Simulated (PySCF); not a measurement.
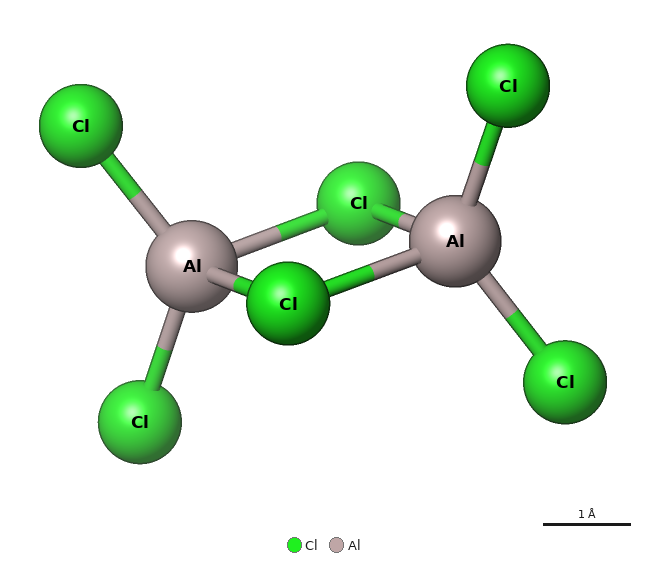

Rendered structure (ball-and-stick style).

Computed geometry: PBE0-D3(BJ)/def2-SVP optimisation. No frequency run is at hand to confirm it as a minimum.

Description:

The molecule is Al₂Cl₆. SMILES: `[Cl][Al-]1([Cl])[Cl+][Al-]([Cl])([Cl])[Cl+]1`. Coordination, clear cases only: 2 Cl bent.

More results for the same structure follow; atom numbers are the same in all pictures, views and colours differ.

NMR shielding

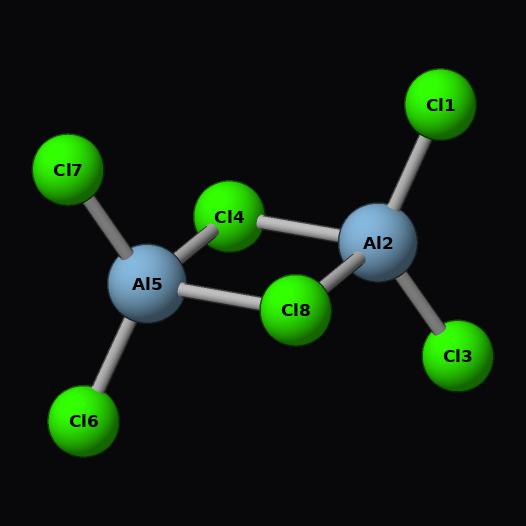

No frequency run is at hand to confirm it as a minimum. Method: GIAO PBE0/def2-TZVP NMR shielding, non-relativistic, gas phase (PySCF 2.14.0). Principal shieldings σ11 ≤ σ22 ≤ σ33, span Ω = σ33 − σ11, skew κ = 3(σiso − σ22)/Ω.

Give the shielding tensors of the Al atoms.

| atom | σ11 | σ22 | σ33 | σiso | Ω | κ |
| --- | --- | --- | --- | --- | --- | --- |
| Al2, Al5 | 390.6 | 423.3 | 567.4 | 460.4 | 176.8 | 0.63 |

Shieldings and span in ppm.

Levels of theory compared

No frequency run is at hand to confirm it as a minimum. Program: PySCF 2.14.0.

Tabulate dipole (D) at these levels: PBE0/aug-cc-pVDZ; PBE0/cc-pVDZ; PBE0/cc-pVTZ; PBE0/def2-SVP; PBE0/def2-TZVP; PBE0/pcSseg-0.

```json
{"level": "PBE0/aug-cc-pVDZ", "dipole (D)": "0.01"}
{"level": "PBE0/cc-pVDZ", "dipole (D)": "0.01"}
{"level": "PBE0/cc-pVTZ", "dipole (D)": "0.01"}
{"level": "PBE0/def2-SVP", "dipole (D)": "0.01"}
{"level": "PBE0/def2-TZVP", "dipole (D)": "0.01"}
{"level": "PBE0/pcSseg-0", "dipole (D)": "0.01"}
```

Quadrupole coupling

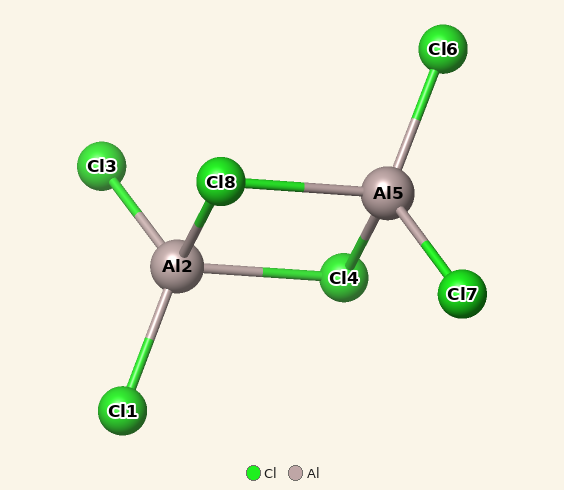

No frequency run is at hand to confirm it as a minimum. Electric field gradients from the ground-state density, PBE0/aug-cc-pVDZ (PySCF 2.14.0), non-relativistic apart from any core potentials.

Give the largest field-gradient component, the quadrupole coupling constant and the asymmetry for 35Cl at Cl1 (Q = −81.7 mb), 27Al at Al2 (Q = 146.6 mb), 35Cl at Cl3 (Q = −81.7 mb), 35Cl at Cl4 (Q = −81.7 mb), 35Cl at Cl6 (Q = −81.7 mb), 35Cl at Cl7 (Q = −81.7 mb).

| atom | V_zz (a.u.) | e²qQ/h (MHz) | η |
| --- | --- | --- | --- |
| Cl1 | 1.441 | −27.7 | 0.09 |
| Al2 | −0.386 | −13.30 | 0.63 |
| Cl3 | 1.434 | −27.5 | 0.09 |
| Cl4 | −1.286 | 24.7 | 0.35 |
| Cl6 | 1.441 | −27.7 | 0.09 |
| Cl7 | 1.434 | −27.5 | 0.09 |

Bond orders

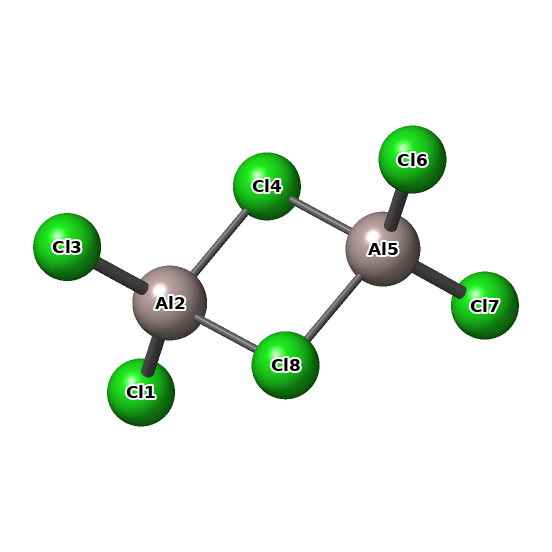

The thickness of each stick grows with its Mayer bond order. No frequency run is at hand to confirm it as a minimum. Level of theory: PBE0/pcSseg-0 (PySCF 2.14.0).

List the Mayer bond orders of Cl1–Al2, Al2–Cl3, Al5–Cl6, Al5–Cl7, Al2–Cl4 (one bond of each equivalent set). Atoms whose distances differ by more than 0.02 Å in this geometry are listed apart.

| bond | Mayer order | length (Å) |
| --- | --- | --- |
| Cl1–Al2 | 0.95 | 2.082 |
| Al2–Cl3 | 0.95 | 2.081 |
| Al5–Cl6 | 0.95 | 2.082 |
| Al5–Cl7 | 0.95 | 2.081 |
| Al2–Cl4 | 0.43 | 2.276 |
